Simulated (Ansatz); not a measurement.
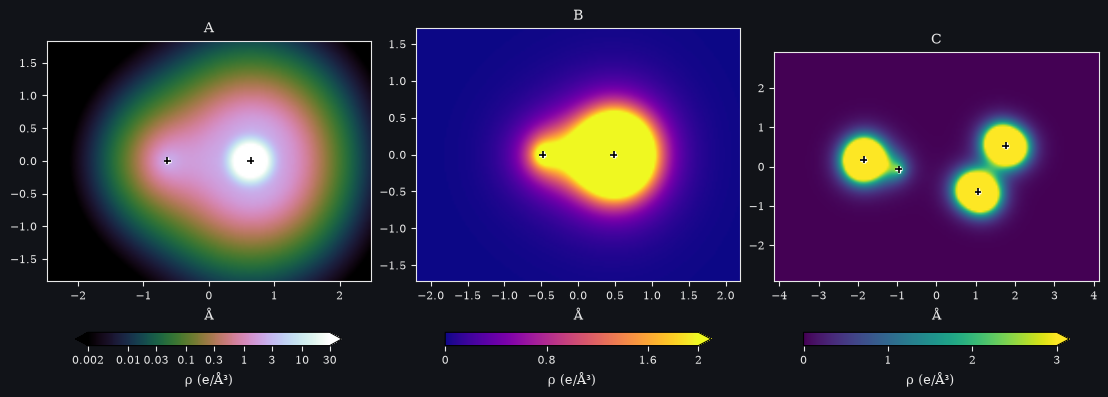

The total electron density of 3 systems, each on a plane through atoms (crosses mark nuclei in the plane).

Theory: RKS PBE0-D4/def2-TZVPPD in Ansatz.

System 1: HF···F2 (SMILES F.FF), the molecular plane. Geometry: PBE0-D4/def2-TZVP.

```yaml
atoms:
  - { symbol: F, position_ang: [0.2152, 0.1461, -1.8438] }
  - { symbol: H, position_ang: [-0.0017, -0.0309, -0.9660] }
  - { symbol: F, position_ang: [0.3066, 0.3415, 1.7837] }
  - { symbol: F, position_ang: [-0.5200, -0.4566, 1.0261] }
```

System 2: HCl, a plane that holds the molecular axis. Geometry: PBE0-D4/def2-TZVP.

```xyz
2

Cl    0.2103   -0.0693   -2.4626
H     0.0591   -0.2841   -1.2109
```

System 3: OH (charge −1), a plane that holds the molecular axis. Geometry: PBE0-D4/def2-TZVP; the highest occupied orbital lies above zero, a sign that basis and functional describe the outermost electron poorly.

```xyz
2

O     0.5176   -0.1754   -0.7475
H    -0.3571    0.1201   -1.0234
```

**Match each panel to its system.**

Panel A is system 2, HCl: the plane holds Cl and H. Cl–H (1.28 Å): the density is about 2 e/Å³ at the midpoint. Panel B is system 3, OH: the plane holds O and H. O–H (0.96 Å): ρ at the midpoint is about 3.6 e/Å³. Panel C is system 1, HF···F2: the plane holds F and H. F4···H2 (2.10 Å): the density falls to about 0.08 e/Å³ on the way; by its geometry a hydrogen bond between the two molecules, with no shared pair.
